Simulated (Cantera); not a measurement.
Feed: 1 mol (CH₃)₂SiCl₂, 0.67 mol CH₄, 30 mol H₂, equilibrated at 1.33 mbar.

Method: chemical equilibrium by Gibbs-energy minimisation in Cantera with the NASA 1993 tables (ideal gas, pure condensed phases). Candidate condensed phases: C, C₆H₆, C₇H₈, C₈H₁₈, Si, SiC; 109 gas species. The feed counts by its element totals alone. The tables' values for SiCl are old estimates; treat these amounts as uncertain. Gases not in the tables: Si₂H₆ and higher silanes. Equilibrium is a limit: real reactors are often held back by kinetics, nucleation or transport.

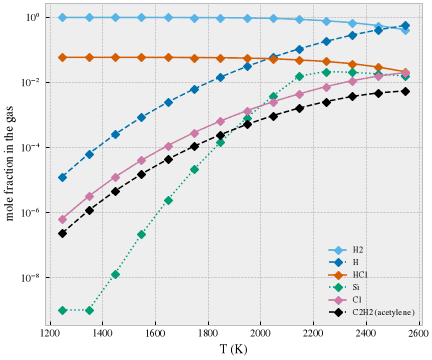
Fig. 1. Equilibrium gas composition (values under 1e-9 drawn at 1e-9)

From 1248 K to 2148 K the condensed part is C(graphite) + SiC(s). From 2248 K to 2548 K the condensed part is C(graphite). The main Si-bearing gas is SiCl₂ at 1248 K and Si at 2548 K.
